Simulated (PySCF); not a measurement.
SMILES C[Si](C)(C)[O][InH2] (C₃H₁₁InOSi) at its GFN2-xTB optimised geometry (Å):

```
17

In     1.3363    -0.2332    -1.3576
H      0.5911     0.4876    -2.6985
H      3.0039    -0.2890    -1.0184
O      0.2732    -1.1803     0.0000
Si    -1.3507    -1.1803     0.0000
C     -1.9446    -1.9847    -1.6311
C     -1.9597    -2.1232     1.5331
C     -1.9275     0.6453     0.0000
H     -3.0251    -2.0348    -1.7113
H     -1.5560    -2.9964    -1.7191
H     -1.5647    -1.4085    -2.4780
H     -1.6049    -3.1478     1.5257
H     -3.0430    -2.1440     1.5674
H     -1.6040    -1.6570     2.4452
H     -1.5955     1.1290    -0.9221
H     -1.4778     1.1803     0.8343
H     -3.0039     0.7565     0.0727
```

Level of theory: PBE0/def2-SVP, def2 effective core potentials past Kr (PySCF). The core electrons that the potentials of In replace are not part of the density. Cells within 0.4 Å of a nucleus heavier than hydrogen are left out (blank, or x).

Map of the LUMO amplitude (bohr^(-3/2)) on the plane z = 0.0 Å; orbital energy -1.52 eV, overall sign arbitrary:

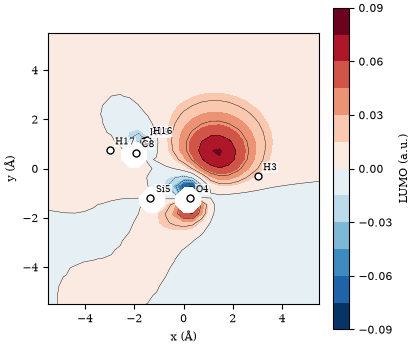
LUMO amplitude (bohr^(-3/2)) on the plane z = 0.0 Å.
